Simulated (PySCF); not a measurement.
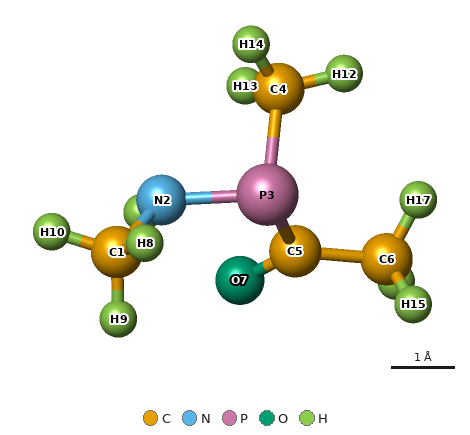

Figure 1. The structure as given in the input (ball-and-stick view, seen at a tilt; atoms are numbered from 1 in the order of the input). Bond lengths as drawn: C–C 1.50 Å, C–H 1.09 Å, C–N 1.46 Å, C–O 1.21 Å, C–P 1.86 to 1.88 Å, H–N 1.02 Å and N–P 1.70 Å.

# What a change does: NMR shielding calculation on C4H10NOP

System: C4H10NOP.
Method of run 1: GIAO PBE0/pcSseg-1 NMR shielding, non-relativistic, gas phase (PySCF 2.14.0).

The geometry comes from this level: GFN2-xTB. Text and figures count atoms from 1; the logs count them from 0 in places.

**Input, run 1**
```
{"job": {"kind": "nmr", "xc": "PBE0", "basis": "pcSseg-1"}, "charge": 0, "multiplicity": 1}
C     -2.461189    -1.210563    -0.273567
N     -1.462763    -0.181375    -0.523401
P     -0.322856     0.165815     0.683392
C     -0.002643     1.930449     0.187075
C      1.233319    -0.486464    -0.152795
C      2.512530    -0.344608     0.610404
O      1.138211    -1.014072    -1.233594
H     -2.827435    -1.102483     0.746573
H     -2.082550    -2.229126    -0.400238
H     -3.295016    -1.063178    -0.962418
H     -1.010322    -0.327337    -1.427214
H      0.802497     2.355706     0.781111
H      0.242395     1.994124    -0.872322
H     -0.917231     2.488065     0.377956
H      2.485890    -1.058247     1.433569
H      3.370448    -0.556406    -0.024130
H      2.589718     0.651731     1.039690
```

The first line tells a small driver script what to run in PySCF; the rest is the geometry in Å.

Launched with:
```bash
OMP_NUM_THREADS=1 python <driver script> task.json out
```

Hardware: 1 CPU thread, shared host.

**Output (run 1)**
```
coarse grid: 14320 points
cycle   1  E = -629.0722637195  dE =  7.808e-01  |g| = 8.095e-01  |ddm| = 3.643e+00
cycle   2  E = -628.6561076867  dE =  4.162e-01  |g| = 1.664e+00  |ddm| = 2.255e+00
cycle   3  E = -629.1975138975  dE = -5.414e-01  |g| = 1.970e-01  |ddm| = 1.805e+00
cycle   4  E = -629.2059157978  dE = -8.402e-03  |g| = 6.566e-02  |ddm| = 2.077e-01
cycle   5  E = -629.2067858572  dE = -8.701e-04  |g| = 1.961e-02  |ddm| = 6.681e-02
cycle   6  E = -629.2068732876  dE = -8.743e-05  |g| = 5.863e-03  |ddm| = 2.231e-02
cycle   7  E = -629.2068800521  dE = -6.764e-06  |g| = 1.689e-03  |ddm| = 6.455e-03
final grid: 132680 points
cycle   8  E = -629.2569444369  dE = -1.722e-05  |g| = 1.356e-02  |ddm| = 2.860e-02
cycle   9  E = -629.2568675379  dE =  7.690e-05  |g| = 2.427e-02  |ddm| = 2.657e-02
cycle  10  E = -629.2569803231  dE = -1.128e-04  |g| = 3.425e-03  |ddm| = 1.891e-02
cycle  11  E = -629.2569827774  dE = -2.454e-06  |g| = 2.121e-04  |ddm| = 2.819e-03
cycle  12  E = -629.2569827834  dE = -5.956e-09  |g| = 1.491e-04  |ddm| = 3.210e-04
cycle  13  E = -629.2569827881  dE = -4.736e-09  |g| = 2.547e-05  |ddm| = 1.352e-04
cycle  14  E = -629.2569827882  dE = -1.478e-10  |g| = 1.012e-05  |ddm| = 4.139e-05
converged SCF energy = -629.2569827882

GIAO shielding tensors (ppm)
atom      isotropic    diamagn.    paramagn.     s11        s22        s33       span
  0 C      150.189     242.608     -92.419    129.729    133.884    186.954     57.225
  1 N      235.850     327.745     -91.895    200.284    236.479    270.787     70.503
  2 P      296.446     969.483    -673.036    183.688    295.518    410.133    226.446
  3 C      164.537     254.796     -90.259    139.479    168.184    185.950     46.471
  4 C      -48.909     257.635    -306.544   -152.492    -92.725     98.490    250.982
  5 C      154.636     253.768     -99.132    129.570    143.569    190.769     61.198
  6 O     -356.569     403.091    -759.660  -1023.844   -417.317    371.453   1395.297
  7 H       29.237      28.987       0.250     24.785     27.500     35.427     10.642
  8 H       29.123      29.239      -0.116     23.695     27.253     36.421     12.726
  9 H       28.687      27.605       1.083     23.677     26.143     36.243     12.566
 10 H       30.114      36.490      -6.376     22.186     28.876     39.282     17.096
 11 H       30.781      31.767      -0.986     26.414     28.546     37.384     10.969
 12 H       30.692      32.918      -2.226     27.160     29.359     35.557      8.397
 13 H       30.283      31.012      -0.729     26.439     27.912     36.498     10.059
 14 H       29.425      29.674      -0.249     26.170     28.404     33.700      7.530
 15 H       29.573      28.742       0.831     26.093     27.450     35.176      9.083
 16 H       29.152      31.236      -2.085     25.593     30.821     31.040      5.447
```

The input of run 2 differs as follows (lines with − go, lines with + come):
```diff
-"xc": "PBE0"
-"basis": "pcSseg-1"
+"xc": "BLYP"
+"basis": "MINI"
+"pop": true
+"scf": {"guess": "atom"}
```

How does run 2 compare with run 1?

The total energies belong to different models, so their difference says nothing on which is more stable or more accurate. The HOMO goes from −6.62 to −5.80 eV. The LUMO goes from −0.81 to −3.02 eV. The dipole moment goes from 1.42 to 0.78 D. Of all shieldings, the largest change is that of P3, by +215.8 ppm. The functional changes from PBE0 to BLYP. The SCF takes 11 iterations against 14. The basis functions go from 176 to 49.

**Output (run 2)**
```
final grid: 132680 points
cycle   1  E = -625.4050150989  dE =  1.671e+00  |g| = 5.621e-01  |ddm| = 5.742e+00
cycle   2  E = -624.8181307535  dE =  5.869e-01  |g| = 1.544e+00  |ddm| = 3.283e+00
cycle   3  E = -625.4967765402  dE = -6.786e-01  |g| = 2.186e-01  |ddm| = 2.520e+00
cycle   4  E = -625.5110185834  dE = -1.424e-02  |g| = 7.512e-02  |ddm| = 4.875e-01
cycle   5  E = -625.5126247612  dE = -1.606e-03  |g| = 2.790e-02  |ddm| = 1.591e-01
cycle   6  E = -625.5128825451  dE = -2.578e-04  |g| = 5.022e-03  |ddm| = 5.960e-02
cycle   7  E = -625.5128906564  dE = -8.111e-06  |g| = 1.517e-03  |ddm| = 1.050e-02
cycle   8  E = -625.5128914415  dE = -7.851e-07  |g| = 3.786e-04  |ddm| = 3.017e-03
cycle   9  E = -625.5128914836  dE = -4.210e-08  |g| = 8.674e-05  |ddm| = 6.146e-04
cycle  10  E = -625.5128914867  dE = -3.143e-09  |g| = 2.757e-05  |ddm| = 3.036e-04
cycle  11  E = -625.5128914871  dE = -3.688e-10  |g| = 2.124e-06  |ddm| = 7.936e-05
converged SCF energy = -625.5128914871

GIAO shielding tensors (ppm)
atom      isotropic    diamagn.    paramagn.     s11        s22        s33       span
  0 C      173.198     238.918     -65.720    154.659    162.202    202.734     48.076
  1 N      295.455     305.358      -9.903    234.188    289.482    362.694    128.506
  2 P      512.241     956.845    -444.604    422.637    488.182    625.904    203.268
  3 C      195.372     242.895     -47.523    183.352    195.724    207.040     23.689
  4 C       56.703     246.137    -189.434    -37.207     53.732    153.585    190.793
  5 C      179.824     242.775     -62.951    157.650    176.437    205.385     47.735
  6 O     -439.356     386.268    -825.623  -1337.517   -426.942    446.392   1783.909
  7 H       28.686      26.492       2.194     22.995     27.174     35.888     12.892
  8 H       28.795      25.625       3.170     23.347     27.044     35.993     12.647
  9 H       28.063      27.792       0.272     22.847     24.710     36.633     13.786
 10 H       29.680      25.351       4.329     18.814     28.895     41.330     22.516
 11 H       29.555      27.751       1.804     23.834     28.125     36.706     12.873
 12 H       29.582      25.987       3.595     24.480     27.810     36.455     11.974
 13 H       29.182      27.704       1.478     23.545     26.639     37.363     13.818
 14 H       28.369      26.291       2.078     24.011     26.638     34.458     10.447
 15 H       27.760      28.289      -0.529     23.084     25.193     35.002     11.919
 16 H       28.013      26.188       1.825     23.032     29.768     31.239      8.207
```

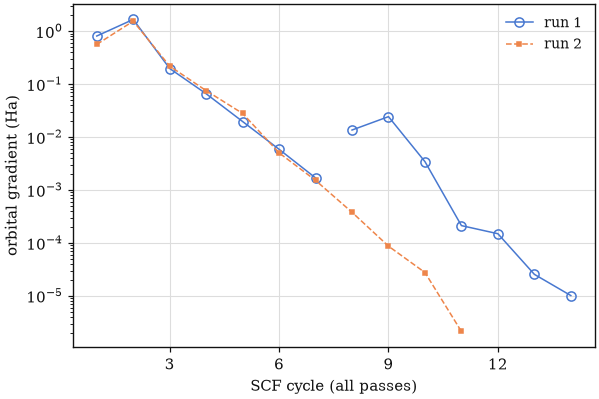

Figure 2. Convergence of the two runs: orbital gradient against the SCF cycle. A break in a curve parts two SCF passes (coarse and final grid). Run 1 takes 14 cycles in all, and run 2 takes 11.

**The two runs side by side**

| quantity | run 1 | run 2 |
| --- | --- | --- |
| outcome | converged | converged |
| total energy (hartree) | −629.256983 | −625.512891 |
| HOMO (eV) | −6.62 | −5.80 |
| LUMO (eV) | −0.81 | −3.02 |
| dipole moment (D) | 1.42 | 0.78 |
| shielding of C1 (ppm) | 150.2 | 173.2 |
| shielding of N2 (ppm) | 235.8 | 295.5 |
| shielding of P3 (ppm) | 296.4 | 512.2 |
| shielding of C4 (ppm) | 164.5 | 195.4 |
| shielding of C5 (ppm) | −48.9 | 56.7 |
| shielding of C6 (ppm) | 154.6 | 179.8 |
| shielding of O7 (ppm) | −356.6 | −439.4 |
| SCF iterations | 14 | 11 |
| basis functions | 176 | 49 |
| wall time (shared host) | 94 s | 26 s |
